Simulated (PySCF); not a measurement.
SMILES Fc1ccsc1-c1sccc1F (C8H4F2S2), singlet at its GFN2-xTB optimised geometry (Å):

```
16

F     -1.3820    -2.2095     0.0000
C     -0.0749    -1.9013     0.0000
C      0.9335    -2.8815     0.0000
C      2.1707    -2.3197     0.0000
S      2.1195    -0.6036     0.0000
C      0.3819    -0.6038     0.0000
C     -0.3821     0.6038     0.0000
S     -2.1197     0.6038     0.0000
C     -2.1707     2.3198     0.0000
C     -0.9335     2.8815     0.0000
C      0.0747     1.9012     0.0000
F      1.3820     2.2093     0.0000
H      0.7317    -3.9362     0.0000
H      3.1201    -2.8155     0.0000
H     -3.1201     2.8157     0.0000
H     -0.7316     3.9362     0.0000
```

Calculation: PySCF 2.14.0 with PBE0/def2-TZVP. Cells within 0.4 Å of a nucleus heavier than hydrogen are left out (blank, or x).

Map of the deformation density (molecule minus spherical neutral atoms) (e/bohr³) on the plane z = 0.0 Å:

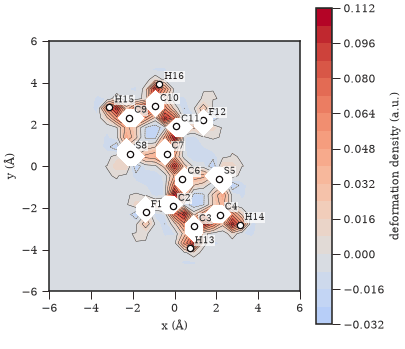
Figure. Deformation density (molecule minus spherical neutral atoms) (e/bohr³) on the plane z = 0.0 Å.
